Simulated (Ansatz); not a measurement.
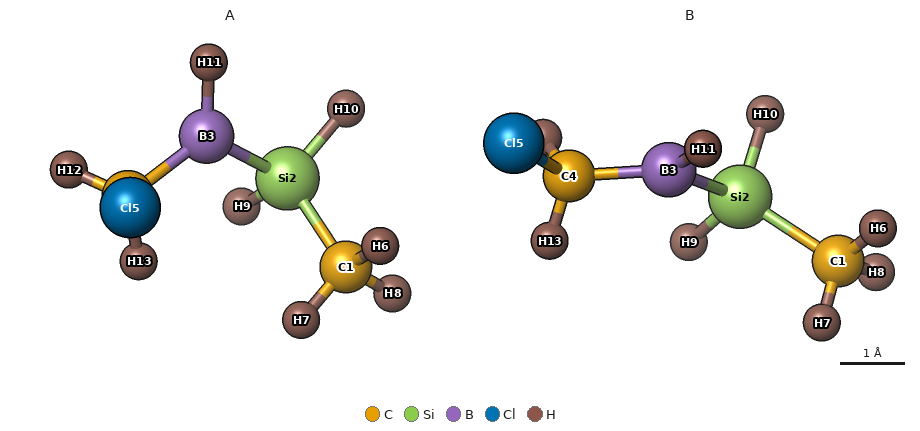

Two geometries of C2H8BClSi, drawn at one scale. One is the start of a relaxation, the other its converged end. The picture is a ball-and-stick view, seen at a tilt.

Level of theory: RHF/def2-mTZVP (Ansatz 0.2.0). (no spin polarisation; force threshold 0.015 eV/Å; at most 40 steps)

Question: Which one is relaxed?

Answer: Structure B is the relaxed one. The run prepares an end point of a later path (torsion) calculation, from a guessed geometry. The largest move after the best rigid fit is that of H11, 1.85 Å. Largest moves by element: H 1.85 Å, Cl 1.60 Å, B 0.71 Å, C 0.55 Å, Si 0.33 Å. Some distances before and after: Si2–B3 1.931 → 2.049 Å, C4–Cl5 1.708 → 1.818 Å, C4–H13 1.192 → 1.083 Å, C1–H6 1.170 → 1.084 Å. Bond angles that change, for instance: Cl5–C4–H13 113.7° → 106.3°, B3–C4–H13 103.0° → 110.3°, Cl5–C4–H12 112.6° → 106.2°. Groups turn about Si2–B3 by about 75°, B3–C4 by about 65°. The energy falls by 0.919 eV in 31 accepted moves (33 points after the start). Largest force component: 4.7 eV/Å at the start, 0.009 eV/Å at the end. The line search rejected the trial steps at points 10, 11 of the run. The forces were under the threshold at step 7, but the run went on from there.

Limits of the set-up: Hartree-Fock leaves out electron correlation.
